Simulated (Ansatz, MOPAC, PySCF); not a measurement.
Potential energy curve for OBe, singlet.

- UKS-B3LYP/6-311+G** = unrestricted B3LYP/6-311+G**, spherical d run with PySCF 2.14.0
- RCCSD = CCSD on RHF/cc-pVDZ, frozen core (Ansatz, a quantum-chemistry and plane-wave program)
- PM6, restricted, heats of formation (MOPAC)
- RKS-B3LYP/6-311+G** = restricted B3LYP/6-311+G**, spherical d (PySCF 2.14.0)

Energies are in eV, each relative to the lowest point of its own curve between 1.17 and 1.62 Å, where full CI is lowest.

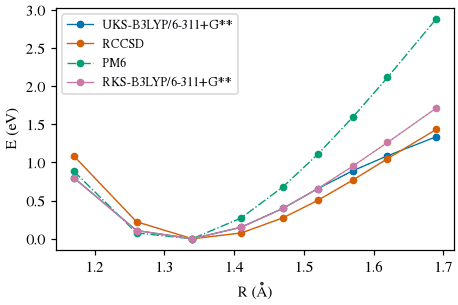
Figure: Energy against bond length for each method.

```csv
R / Å,UKS-B3LYP/6-311+G**,RCCSD,PM6,RKS-B3LYP/6-311+G**
1.17,0.800,1.086,0.886,0.800
1.26,0.108,0.223,0.076,0.108
1.34,0.000,0.000,0.000,0.000
1.41,0.151,0.076,0.272,0.151
1.47,0.398,0.274,0.680,0.398
1.52,0.657,0.503,1.108,0.658
1.57,0.891,0.768,1.592,0.950
1.62,1.088,1.050,2.114,1.262
1.69,1.338,1.433,2.884,1.714
```

At the longest distance, 1.69 Å, PM6 lies highest above its minimum (2.884 eV) and UKS-B3LYP/6-311+G** lowest (1.338 eV).

The scan ran from 1.17 to 5.46 Å; beyond the distances shown full CI changes its symmetry label. The unrestricted determinant behind UKS-B3LYP/6-311+G** is spin-contaminated at 1.52 to 1.69 Å (<S²> up to 1.0, against 0.00 for a pure singlet). The T1 diagnostic of CCSD on the restricted reference of RCCSD exceeds 0.045 at 1.34 to 1.69 Å. The restricted form behind PM6, RKS-B3LYP/6-311+G** keeps the bonding electrons paired and can't separate into open-shell fragments.
